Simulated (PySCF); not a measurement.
```json
{"atom": "N", "x (Å)": "0.1860", "y (Å)": "0.6692", "z (Å)": "-3.1917"}
{"atom": "C", "x (Å)": "-0.1462", "y (Å)": "0.5836", "z (Å)": "-2.0979"}
{"atom": "C", "x (Å)": "-0.4721", "y (Å)": "0.4167", "z (Å)": "-0.7220"}
{"atom": "F", "x (Å)": "-1.2406", "y (Å)": "1.4891", "z (Å)": "-0.2701"}
{"atom": "C", "x (Å)": "-1.1527", "y (Å)": "-0.9285", "z (Å)": "-0.3954"}
{"atom": "C", "x (Å)": "-0.1649", "y (Å)": "-1.4555", "z (Å)": "0.5822"}
{"atom": "Si", "x (Å)": "1.0192", "y (Å)": "-0.0213", "z (Å)": "0.4832"}
{"atom": "N", "x (Å)": "1.1536", "y (Å)": "1.2391", "z (Å)": "1.6333"}
{"atom": "H", "x (Å)": "-1.2856", "y (Å)": "-1.5690", "z (Å)": "-1.2746"}
{"atom": "H", "x (Å)": "-2.1494", "y (Å)": "-0.7676", "z (Å)": "0.0303"}
{"atom": "H", "x (Å)": "-0.2600", "y (Å)": "-2.4199", "z (Å)": "1.0541"}
{"atom": "H", "x (Å)": "2.3256", "y (Å)": "-0.2190", "z (Å)": "-0.1261"}
{"atom": "H", "x (Å)": "0.3407", "y (Å)": "1.7672", "z (Å)": "1.9104"}
{"atom": "H", "x (Å)": "1.8456", "y (Å)": "1.2154", "z (Å)": "2.3622"}
```

Geometry: GFN2-xTB.

Level of theory: PySCF 2.14.0, density-fitted response routines, UKS B3LYP, pcH-1 on C F H N Si, non-relativistic, mean-field spin-orbit, GIAO.

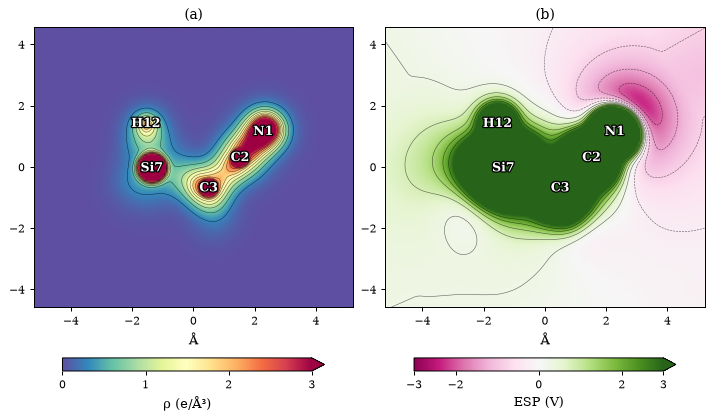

C4H6FN2Si (doublet). (a) total electron density; (b) electrostatic potential on the plane of atoms C2, C3 and Si7.

> What do the fields say about this system?

The section cuts through N, C, Si and H sites. C–N (1.15 Å): ρ is about 3.6 e/Å³ halfway. C–C (1.42 Å): the density is about 1.9 e/Å³ at the midpoint. Outside the dense part of the molecule the potential is most negative (−2.3 V) near N1.
